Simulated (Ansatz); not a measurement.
**CH₃ClIn (SMILES Cl[CH+][InH2]) (charge +1): density, localisation and related maps**

```xyz
6

Cl   -1.8421   -1.4188   -0.2572
C    -0.2798   -1.0030   -0.1401
In    0.4906    1.1624    0.1692
H     0.3597   -1.8911   -0.2281
H     0.7012    1.7820   -1.3837
H     0.5703    1.3685    1.8398
```

Geometry: PBE0-D4/def2-TZVP; core potentials replace the inner electrons of In.

Method: Ansatz, RKS PBE0-D4/def2-TZVPP.

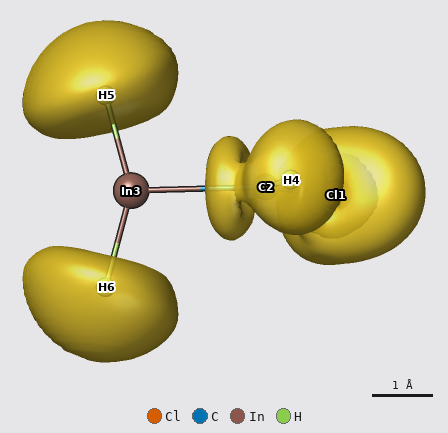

Figure 1. Isosurface of the electron localisation function at 0.75 (yellow), seen across its widest extent. Only the valence region is drawn (cores and ρ < 0.01 e/Å³ removed).

Describe the localisation domains.

Answer. At this value the surface marks out three regions around hydrogen nuclei and one region on Cl in which the atom's valence shell and bonds are merged. Profiles from the grid: C–Cl (1.62 Å): the ELF peaks at about 0.90 between the atoms; localised, covalent bonding. C–In (2.32 Å): the ELF peaks at about 1 in the valence shell of C, 0.7 Å from its nucleus, and drops to about 0.15 between the two atoms.

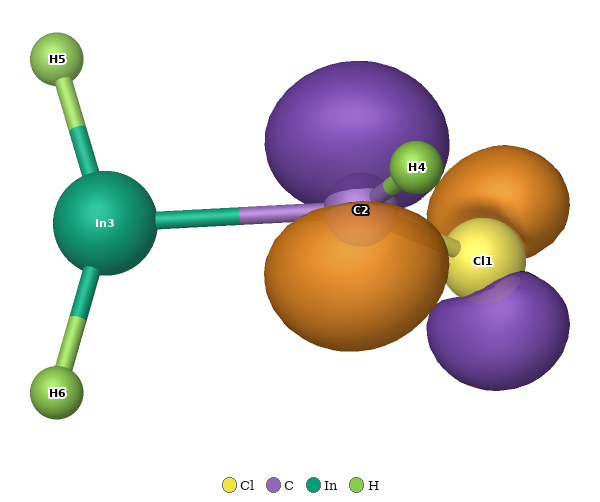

Figure 2. One frontier orbital at ±0.2 Å⁻³ᐟ² (orange and purple are the two phases), seen at a tilt.

Which orbital is it: HOMO or LUMO?

Answer. The LUMO, at −9.34 eV. By Hirshfeld shares it lies mainly on C2 (about 60 %) and Cl1 (about 30 %); π-antibonding (π*) across C2–Cl1.

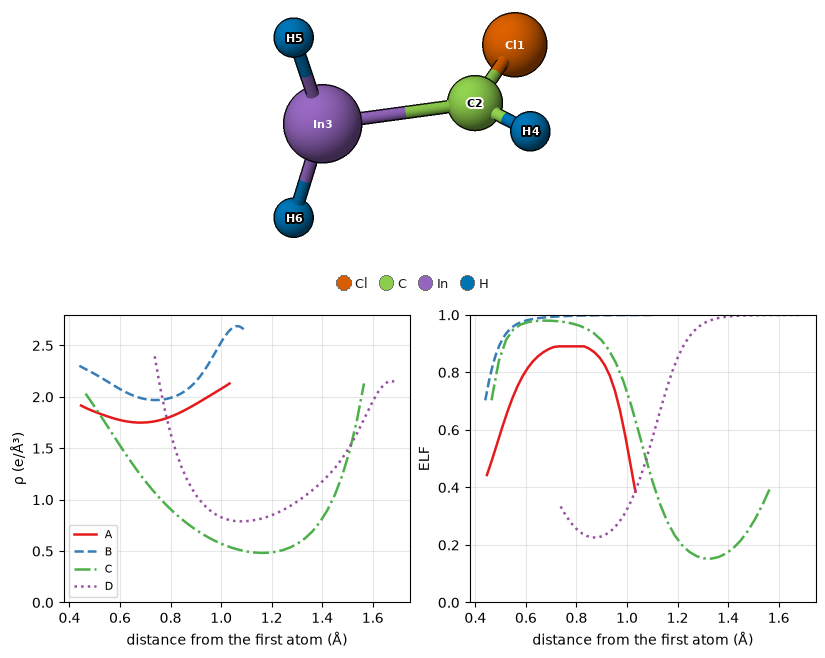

Figure 3. Electron density and electron localisation function along straight lines between neighbouring atoms. The curves leave out the atomic cores. The structure is drawn too.

Which curve belongs to which contact (C–Cl, C–H, C–In and In–H)? The first atom named is at distance zero.

Answer. Curve A: C–Cl (1.62 Å): ρ at the midpoint is about 1.8 e/Å³; the ELF peaks at about 0.90 between the atoms (localised, covalent bonding). Curve B: C–H (1.10 Å): ρ at the midpoint is about 2.2 e/Å³; the ELF climbs to about 1 towards the hydrogen, as it does in any bond to H (an ordinary covalent bond to hydrogen). Curve C: C–In (2.32 Å): ρ at the midpoint is about 0.48 e/Å³; the ELF peaks at about 1 in the valence shell of C, 0.7 Å from its nucleus, and drops to about 0.15 between the two atoms. Curve D: In–H (1.69 Å): ρ is about 1.3 e/Å³ halfway; the ELF climbs to about 1 towards the hydrogen.
